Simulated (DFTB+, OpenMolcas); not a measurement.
# PO (Phosphorus monoxide): the dipole moment, rung by rung

The species is PO (2 atoms), meant as a doublet with charge 0. As SMILES, `O=[P]`. Geometry: relaxed at PBE0-D4/def2-TZVP.

```csv
atom,x (Å),y (Å),z (Å)
O,0.0000,0.0000,-0.0095
P,0.0000,0.0000,1.4645
```

Each level gives the dipole moment (D). The values are calculated.

```
           level            kind     program  value (D)   CPU time
           DFTB2  semi-empirical       DFTB+       1.02  under 2 s
    ROHF/cc-pVTZ    Hartree–Fock  OpenMolcas       2.61      3.7 s
     UHF/cc-pVTZ    Hartree–Fock  OpenMolcas       2.59      3.9 s
  USVWN5/cc-pVTZ             LDA  OpenMolcas       1.86      9.6 s
U-revPBE/cc-pVTZ             GGA  OpenMolcas       1.72       16 s
U-r2SCAN/cc-pVTZ        meta-GGA  OpenMolcas       1.84       20 s
  UBHLYP/cc-pVTZ   global hybrid  OpenMolcas       2.27       16 s
```

The values span 1.02 to 2.61 D. Times are those of the runs behind each value, whatever else they computed, on shared processors of several kinds: orders of magnitude only.

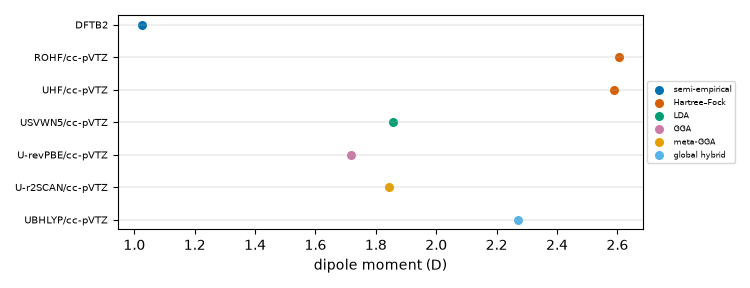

The values of the table, level by level.
